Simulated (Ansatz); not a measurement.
**SiH₃+ (singlet): the correlation ladder at distance Si1–H3 = 1.472 Å, aug-cc-pVDZ**

How much of the correlation energy of SiH₃+ (singlet) does each wave-function method recover here?

Method: aug-cc-pVDZ, core rule «outside noble gas», up to 5 orbitals frozen; program: Ansatz 0.2.0, Gaussian basis.

To be run: UHF; CCSD(T) on RHF; BCCD(T) on RHF; CISD; CCSDT(Q) on RHF; CCSDTQ on RHF; CASSCF and MRCISD+Q, 2 electrons in 2 orbitals; CASSCF and NEVPT2, 2 electrons in 2 orbitals; Full CI.

6 further runs of the same task are left out: 6 for a known fault of the program.

## 1. The system

The geometry derives from a PBE0/def2-TZVP stationary point (not a proven minimum). One bond is set to the value named and the two fragments are kept rigid.

4 atoms, charge 1, spin multiplicity 1.

Atoms are counted from 1 here; the program's logs count them from 0.

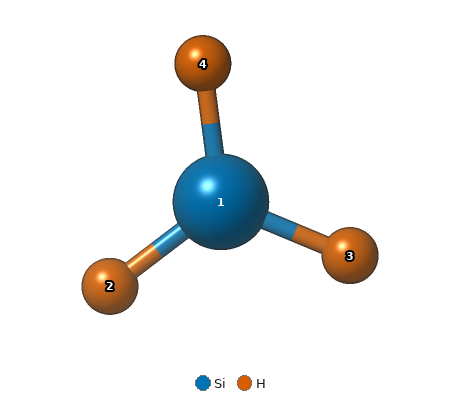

The geometry (silicon blue, hydrogen orange); atoms are numbered from 1 in the order of the file.

Geometry (Å):

```xyz
4
H3Si
Si    0.00000    0.00000    0.00000
H     1.47194    0.01423   -0.00010
H    -0.74829    1.26762   -0.00291
H    -0.72365   -1.28185    0.00300
```

## 2. UHF

in.yaml reads:

```yaml
crystal:
  periodic: [false, false, false]
  atoms:
    - {symbol: Si, position_ang: [0.000000, 0.000000, 0.000000]}
    - {symbol: H, position_ang: [1.471943, 0.014227, -0.000096]}
    - {symbol: H, position_ang: [-0.748293, 1.267623, -0.002905]}
    - {symbol: H, position_ang: [-0.723650, -1.281850, 0.003001]}
basis:
  gaussian: {orbitals: aug-cc-pVDZ}
total_charge: 1
magnetization: {spin_polarized: true, initial_magnetization: 0}
hamiltonian: {xc: hf}
output: {orbitals: {seedname: orbitals}}
```

The run is started by

```
$ ansatz run in.yaml --threads 1 --pin off --events-out ev --progress --plain --max-ram 4096MiB --backend cpu
```

Further steps of the session: CCSD(T) on RHF; BCCD(T) on RHF; CISD; CCSDT(Q) on RHF; CCSDTQ on RHF; CASSCF and MRCISD+Q, 2 electrons in 2 orbitals; CASSCF and NEVPT2, 2 electrons in 2 orbitals; Full CI.

Before running them: what should the planned runs give, taken together? Wanted: FCI below the RHF energy; RMP2 from FCI; RCCSD from FCI; RCCSD(T) from FCI; RCCSDT(Q) from FCI; NEVPT2 pair from FCI; MRCISD+Q pair from FCI; T1 diagnostic; effectively unpaired electrons.

The runs gave:

```
                         quantity                                                         value
         FCI below the RHF energy                                                    -3.0948 eV
                    RMP2 from FCI                                               +17.22 kcal/mol
                   RCCSD from FCI                                                +1.38 kcal/mol
                RCCSD(T) from FCI                                                +0.34 kcal/mol
               RCCSDT(Q) from FCI                                                +0.01 kcal/mol
             NEVPT2 pair from FCI                                               +17.31 kcal/mol
           MRCISD+Q pair from FCI                                                -0.45 kcal/mol
levels within 1 kcal/mol (43 meV)  RCCSD(T), BCCD(T), RCCSDT, RCCSDT(Q), RCCSDTQ, MRCISD+Q pair
                    T1 diagnostic                                                         0.009
   effectively unpaired electrons                                                          0.03
```

What this shows: RCCSD(T) lands +0.34 kcal/mol from the yardstick (0.5 % of the correlation energy). MRCISD+Q pair falls below full CI: the +Q correction isn't variational, and the cores differ from full CI's. One determinant dominates. Of the multireference levels listed MRCISD+Q pair comes nearest in total energy (-0.45 kcal/mol), which doesn't show that its space is the better one. These misses are within one basis, not against nature.
